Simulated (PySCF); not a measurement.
Input

```
{"job": {"kind": "epr"}, "charge": 0, "multiplicity": 3}
C     -3.168059    -0.332921     0.567183
C     -1.889630    -0.200175     0.335789
C     -0.623832    -0.068455     0.108707
C      0.631583     0.060987    -0.116324
C      1.897927     0.190145    -0.341446
C      3.176924     0.321303    -0.571228
```

Launched as:

```sh
OMP_NUM_THREADS=1 python probes_run.py task.json out
```

Geometry: PBE0-D3(BJ)/def2-SVP.

Theory: UKS B3LYP, IGLO-III on C, non-relativistic, mean-field spin-orbit, GIAO in PySCF 2.14.0, density-fitted response routines.

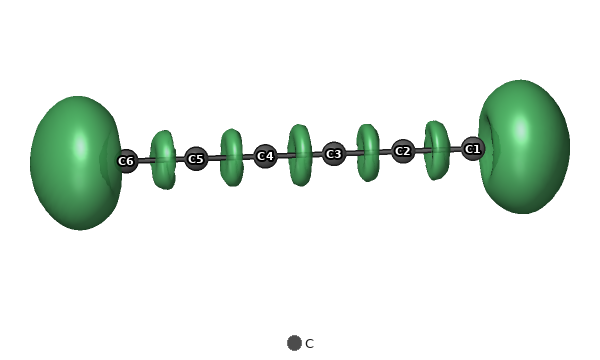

C6 (SMILES [C]=C=C=C=C=[C]) (triplet). Isosurface of the ELF at 0.85 (green), seen from one side. Only the valence region is drawn (cores and ρ < 0.01 e/Å³ removed).

Question: Identify the bonds, lone pairs and shells in this picture.

Answer: The surface consists of five regions between bonded C–C atoms (shared pairs) and two lobes on C, pointing away from the bonds (non-bonding electrons).

Values along the shortest contacts:
C–C (1.28 Å): the ELF peaks at about 0.90 between the atoms; a multiple bond.
